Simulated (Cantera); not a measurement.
Charge: 1 mol Si, 2.9 mol Cl₂, a varied amount of N₂, held at 1077 °C and 150 Pa.

These are equilibrium values from Cantera (NASA tables, ideal gas, pure condensed phases), not measurements of a reactor. Candidate condensed phases: Si, Si₃N₄; 13 gas species. The tables' values for SiCl₃ are old estimates; treat these amounts as uncertain. Rates play no part.

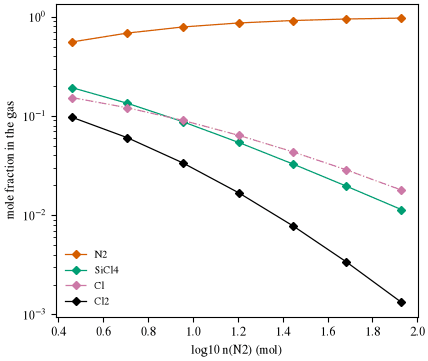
Fig. 1. Equilibrium gas composition (values under 1e-9 drawn at 1e-9)

Task: Read off the mole fractions at 9 mol N₂.

Result: N₂ about 0.79, Cl about 0.090, SiCl₄ about 0.088, Cl₂ about 0.034.
